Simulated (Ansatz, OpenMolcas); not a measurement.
# C2H3BFN (SMILES FB1C=NC1): the vertical ionisation energy, rung by rung

C2H3BFN has 8 atoms, charge 0, and is taken as a singlet. SMILES: `FB1C=NC1`. The coordinates come from a PBE0-D4/def2-TZVP relaxation.

Each level gives the vertical ionisation energy (to the doublet cation) (eV). The values are calculated.

```csv
level,kind,program,value (eV),CPU time (all runs)
SVWN5/def2-SVP,LDA,OpenMolcas,9.93,60 s
PBE/def2-SVP,GGA,OpenMolcas,9.71,99 s
M06-L/def2-SVP,meta-GGA,OpenMolcas,9.77,2 min
r2SCAN/def2-SVP,meta-GGA,OpenMolcas,9.74,2.1 min
B3LYP/def2-SVP,global hybrid,Ansatz,9.84,18 s
wB97M-V/def2-SVP,range-separated hybrid,Ansatz,9.90,3 min
PBE-QIDH/def2-SVP,double hybrid,Ansatz,9.96,28 s
MP2/def2-SVP,perturbation theory,Ansatz,10.23,6 s
CCSD/def2-SVP,coupled cluster or CI,Ansatz,9.63,89 s
```

The values span 9.63 to 10.23 eV. Spin contamination of the reference (⟨S²⟩ at least 0.1 too high) touches MP2/def2-SVP, CCSD/def2-SVP. Times are those of the runs behind each value, whatever else they computed, on shared processors of several kinds: orders of magnitude only.

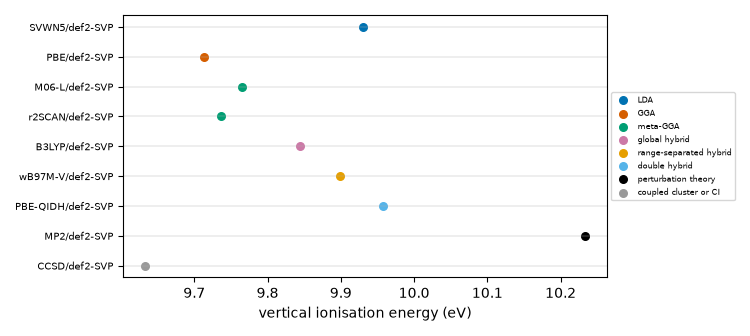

The values of the table, level by level.
